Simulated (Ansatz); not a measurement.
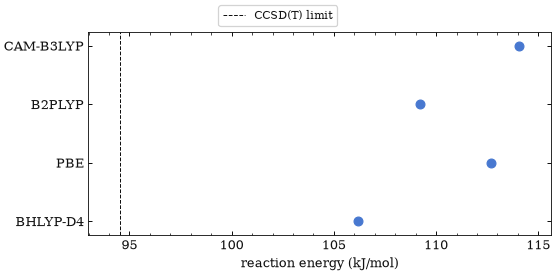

Electronic reaction energy of TiH₂O₂F₂ ([OH][Ti]([OH])([F])[F]) + NH₃ (N) → TiNH₄O₂F ([NH2][Ti]([OH])([OH])[F]) + HF (F) (SMILES in brackets) at several levels (functionals in def2-TZVPP unless a basis is named), isolated molecules at PBE0-D4 triple-zeta geometries, minima by their frequencies, no zero-point or thermal terms, the Ansatz code 0.2.0. The line is frozen-core CCSD(T) at the basis limit (MP2 extrapolated from triple and quadruple zeta, plus CCSD(T) less MP2 in a smaller set). B2PLYP holds a correlation term that converges slowly with the basis, so part of the distance to the limit is basis error. No dispersion term is added to CAM-B3LYP, B2PLYP and PBE. The limit lies 6.4 kJ/mol from CCSD(T)/def2-TZVPP, so the line itself is uncertain by a part of that.

**What range do the values span, the line included?**

From 94.6 kJ/mol (CCSD(T) limit) to 114.1 kJ/mol (CAM-B3LYP).

**What do zero-point energy and temperature add?**

Zero-point change −6.4 kJ/mol; at 298.15 K and 1 bar the CCSD(T) limit plus thermal terms gives an enthalpy of reaction of 89.4 and a free energy of 89.3 kJ/mol (harmonic PBE0-D4 modes, ideal gas).

Known limits of this run: no scalar relativity up to krypton; outer-core shells are correlated without core-valence functions, which makes the correlated values less sure.
